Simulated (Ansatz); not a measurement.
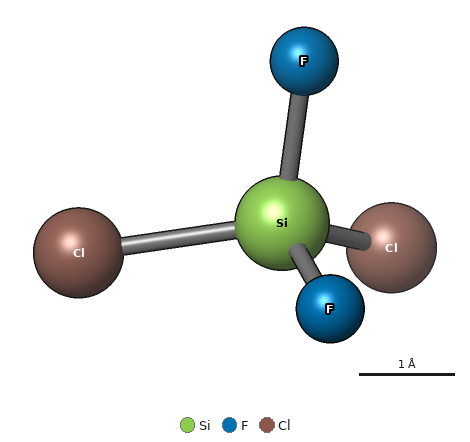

**Figure 1.** The structure (ball-and-stick view, seen at a tilt).

# Single-point calculation, with input and output: SiCl2F2

SiCl2F2, computed with RKS B97M-V/cc-pVTZ-rifit (Ansatz 0.2.0).

Some settings of this run were made unusual or wrong on purpose. The geometry comes from this level: PBE0-D4/def2-SVP.

The input:
```yaml
crystal:
  periodic: [false, false, false]
  atoms:
    - {symbol: Si, position_ang: [0.012344, 0.057118, -0.013677]}
    - {symbol: F, position_ang: [-0.076216, 0.022438, 1.778524]}
    - {symbol: F, position_ang: [1.515441, -0.006061, -0.450676]}
    - {symbol: Cl, position_ang: [-0.658593, 1.778115, -0.490296]}
    - {symbol: Cl, position_ang: [-0.960305, -1.773394, -0.730331]}
basis:
  gaussian: {orbitals: cc-pVTZ-rifit}
hamiltonian: {xc: {name: B97M-V}}
scf: {omitted_lower_state_checks: [starts]}
```

Run on 4 threads of Arm Neoverse V2, 23 GiB of memory available, shared host.

Run as:
```bash
ansatz run in.yaml --threads 4 --pin off --events-out ev --progress --plain --max-ram 3916MiB
```

Output:
```
Functional definition: B97M-V
  name "B97M-V"
  cite "Mardirossian & Head-Gordon, J. Chem. Phys. 142, 074111 (2015) doi:10.1063/1.4907719"
  cite "Becke, J. Chem. Phys. 107, 8554 (1997) doi:10.1063/1.475007"
  cite "Vydrov & Van Voorhis, J. Chem. Phys. 133, 244103 (2010) doi:10.1063/1.3521275"
  # Of w^i u^j: cxij and so on, Table III.
  parameter cx00 = 1.000
  parameter cx01 = 1.308
  parameter cx02 = 1.901
  parameter cx10 = 0.416
  parameter cx11 = 3.070
  parameter css00 = 1.000
  parameter css02 = -1.855
  parameter css10 = -5.668
  parameter css32 = -20.497
  parameter css42 = -20.364
  parameter cos00 = 1.000
  parameter cos01 = 1.573
  parameter cos03 = -6.298
  parameter cos10 = 2.535
  parameter cos32 = -6.427
  parameter b = 6.0
  parameter c = 0.01
  gx(w, u) = cx00 + cx01*u + cx02*u^2 + (cx10 + cx11*u)*w
  gss(w, u) = css00 + css02*u^2 + css10*w + (css32*w^3 + css42*w^4)*u^2
  gos(w, u) = cos00 + cos01*u + cos03*u^3 + cos10*w + cos32*w^3*u^2
  exchange = spin_sum(e_x_unif_s*gx(b97_w, b97_u_x))
  correlation = spin_sum(e_c_pw_mod_same_spin*gss(b97_w, b97_u_same))
      + integral(e_c_pw_mod_opposite_spin*gos(b97_w_opposite, b97_u_opposite)) + vv10(b, c)
these checks for a lower state are left out or cut short: starts
1969 factors; their error is unknown
mean field evaluation 1: about -37802.6017 eV, gradient 1.8e1 eV
mean field evaluation 2: about -37801.6988 eV, gradient 3.1e1 eV
mean field evaluation 4: about -37803.1552 eV, gradient 1.9e0 eV
mean field evaluation 8: about -37803.1678 eV, gradient 6.8e-2 eV
mean field evaluation 16: about -37803.1649 eV, gradient 6.8e-5 eV
mean field -37803.16491524 eV, -1389.2406867298 hartree, gradient 6.8e-5 eV, S^2 0.000000; 0 other end points of the search recorded, 0 dependent functions left out
reference -37803.16493678 eV, -1389.2406875210 hartree; 33, 33 occupied and 495, 495 virtual orbitals, 1969 factors
Total energy: -37803.16493678 eV, -1389.2406875210 hartree
Checks for a lower state left out: starts
```

Outcome:

```tsv
quantity	value
outcome	converged
total energy	−37803.1649 eV
SCF solution under orbital rotations	stable
wall time	11 s (CPU time 41 s)
peak memory	1.4 GiB
```

What went wrong:

This input holds a deliberate fault: basis. The program still converged, but the numbers can't be taken as results for the intended system.
